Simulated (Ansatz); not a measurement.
## Electronic structure of H$_{3}$Sn···NH$_{3}$ (doublet) in real space

```xyz
8

Sn   -0.1848    0.3584    0.0533
H    -0.7295    0.4899    3.4297
H     1.5469    0.2095    0.1418
H    -0.5352    0.9847   -1.5634
H    -0.8048   -1.2677    0.0700
N    -0.0295   -0.0194    2.8887
H    -0.1488   -1.0120    3.0982
H     0.8876    0.2567    3.2435
```

Core potentials replace the inner electrons of Sn.

The calculation used UKS B3LYP-D4/def2-SVP (Ansatz 0.2.0).

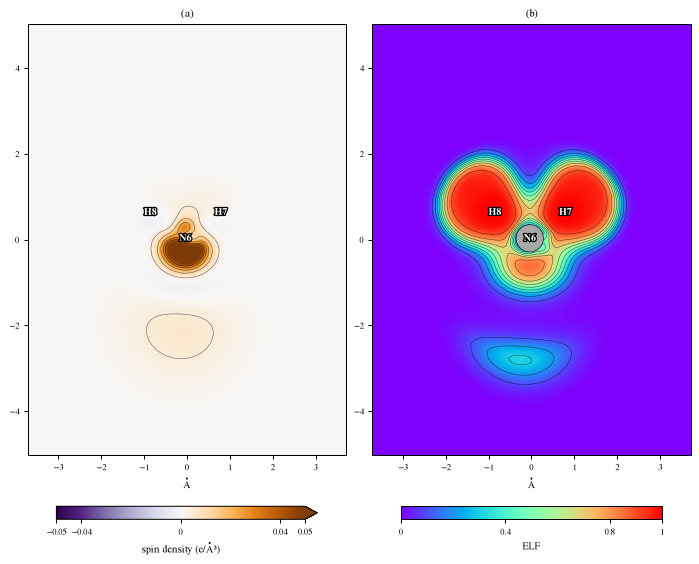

Figure 1. (a) spin density (α minus β); (b) electron localisation function on the plane of atoms H7, N6 and H8. Grey discs cover the atomic cores in the ELF map.

What do the fields say about this system?

- The plane passes through N and H nuclei.
- N–H (1.02 Å): the ELF climbs to about 1 towards the hydrogen, as it does in any bond to H; a covalent bond by its length.
- The unpaired spin (1 electron) lies mostly on Sn1 (about 0.7) and H4 (about 0.1), in electrons by Hirshfeld's partition.

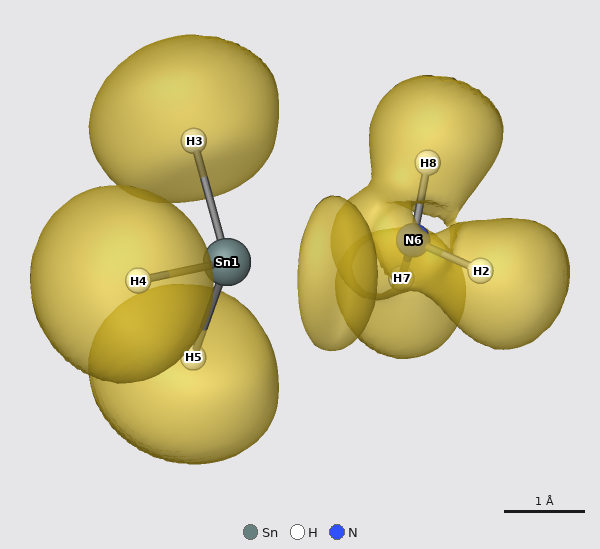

Figure 2. Isosurface of the ELF at 0.75 (yellow), seen at a tilt. Only the valence region is drawn (cores and ρ < 0.01 e/Å³ removed).

Where are the electrons localised?

The ELF exceeds this value in three regions around hydrogen nuclei, one lobe on Sn, pointing away from the bonds (non-bonding electrons) and one joined region spread over several atoms (H, N), in which their bonds and any lone pairs are merged. Profiles from the grid: Sn1···N6 (2.86 Å): the ELF dips to about 0.15 between them.

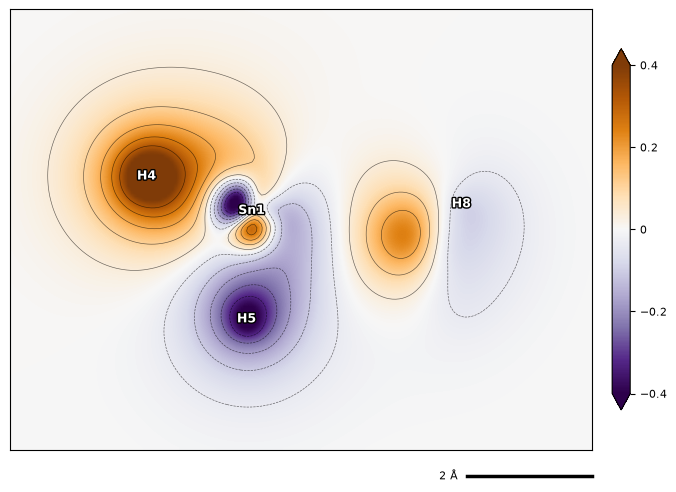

Figure 3. The HOMO−1 (α) on the plane of atoms H4, Sn1 and H5 (values in Å⁻³ᐟ²; the overall sign is arbitrary).

Describe this orbital and give its energy.

Its weight (Hirshfeld) is mainly on Sn1 (about 35 %), H4 (about 25 %), N6 (about 15 %), H5 (about 10 %) and H3 (about 10 %). Its energy is −7.75 eV.
